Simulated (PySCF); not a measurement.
```yaml
atoms:
  - { symbol: Rb, position_ang: [0.0000, 0.0000, -0.8531] }
  - { symbol: Al, position_ang: [0.0000, 0.0000, 2.6849] }
```

The calculation used PBE0/jorge-DZP-DKH, spin-free X2C-1e, Gaussian nucleus, at a bond length of 3.538 Å in PySCF.

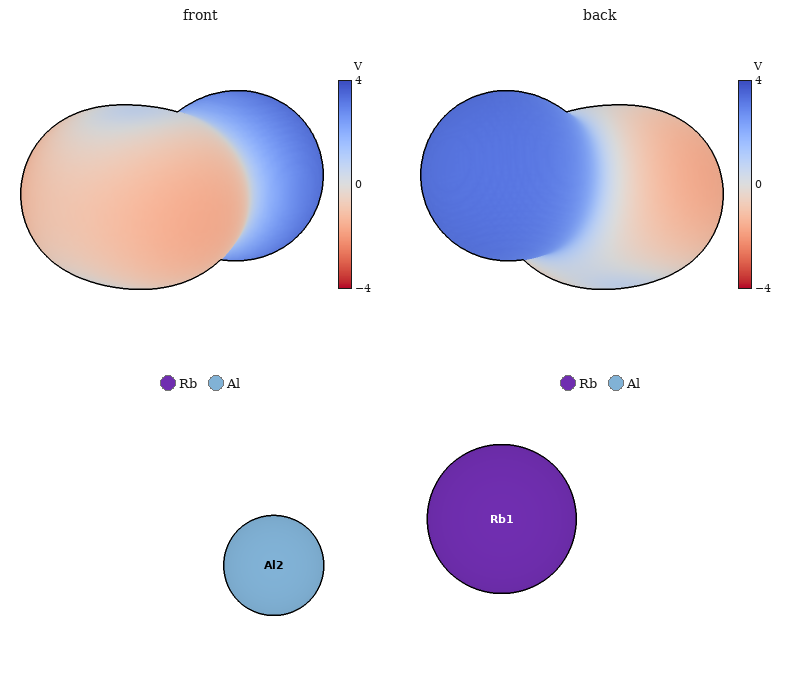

RbAl (triplet). The molecular electrostatic potential painted on the density surface at 0.002 e/bohr³, seen from the front and from behind; the colour scale runs from red (negative) to blue (positive). The bare structure is drawn below in the same view.

Q: Which sites attract a positive test charge, and which a negative one?

A: A positive charge is drawn to the negative regions and a negative charge to the positive ones. The most negative region (about −1.6 V) lies over Al2, the most positive (about +3.3 V) over Rb1.
